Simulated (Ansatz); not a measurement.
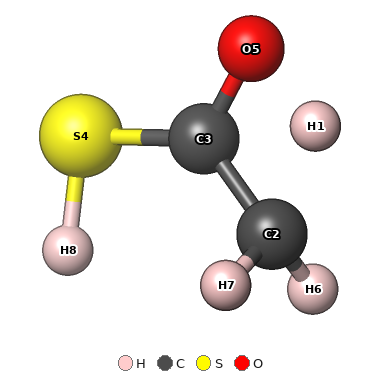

The system is the reacting system C₂H₄OS (one molecule; an intramolecular 1,3-shift); the picture shows the reference structure. The first coordinate is: distance H1–O5 (bond that forms); the second: distance H1–C2 (bond that breaks). Relaxed at each point: all other coordinates. The grid has 10 × 10 points. Points are written as (first, second). All energies are given in kJ/mol relative to the lowest grid point. Energies and slopes of some neighbouring points disagree (a jump in structure or state, or too coarse a mesh). The reference is spin-restricted, so regions where a bond is pulled apart into radicals lie too high. All numbers below come from RKS CAM-B3LYP-D4/def2-SVP in Ansatz 0.2.0.

Its coordinates:

```xyz
8

H    -1.0574    0.6142   -0.9868
C    -0.3227   -0.5439   -0.7209
C    -0.0623    0.5573    0.2409
S     0.9770    0.6799    1.6290
O    -0.7690    1.5147   -0.1059
H    -0.7900   -1.4312   -0.2696
H     0.5500   -0.8213   -1.3300
H     1.4745   -0.5699    1.5434
```

Range: distance H1–O5 (bond that forms) from 0.873 to 2.073 Å; distance H1–C2 (bond that breaks) from 0.963 to 2.163 Å.

Question: What will the energy surface look like?

Answer: The lowest grid point is at (2.073 Å, 1.146 Å). It lies at the edge of the scanned range, so the true minimum may lie outside. The energy also falls towards the edge at (0.950 Å, 2.163 Å) (70 kJ/mol above the lowest), where a further well may lie outside the range. The highest grid point, (0.873 Å, 0.963 Å), lies 959 kJ/mol above the lowest.

```tsv
second ↓, first →	0.873	0.950	1.056	1.177	1.308	1.449	1.596	1.749	1.909	2.073
2.163	96	70	85	139	212	293	370	418	416	409
1.999	117	90	103	155	225	303	367	369	362	352
1.839	151	121	131	178	244	309	321	313	301	288
1.686	199	164	169	209	284	280	269	254	237	221
1.539	265	224	219	277	258	238	215	192	170	152
1.398	355	304	281	276	236	199	165	134	107	86
1.267	472	404	352	287	224	170	124	86	55	32
1.146	619	528	425	319	232	161	104	59	25	0
1.040	794	679	516	380	270	183	116	65	28	1
0.963	959	810	618	457	330	230	156	101	61	33
```

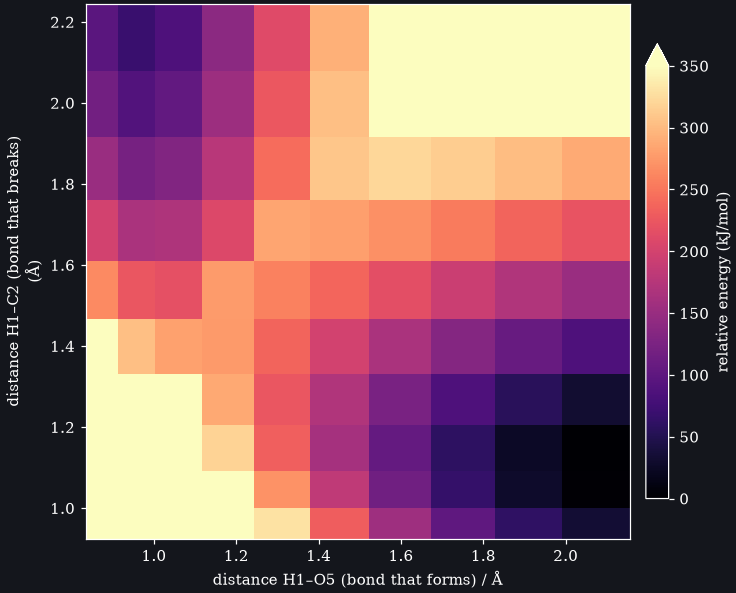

In the figure: one coloured cell a grid point, one colour for all values above the top of the scale.

Each point was launched as `ansatz run input.yaml --threads 1 --pin off --max-ram 2560MiB --backend cpu --events-out ev --progress --plain --runs-dir out`. Time for the 100 points that were run: 23 min on 1 thread of Arm Neoverse V2, with other jobs on the host.
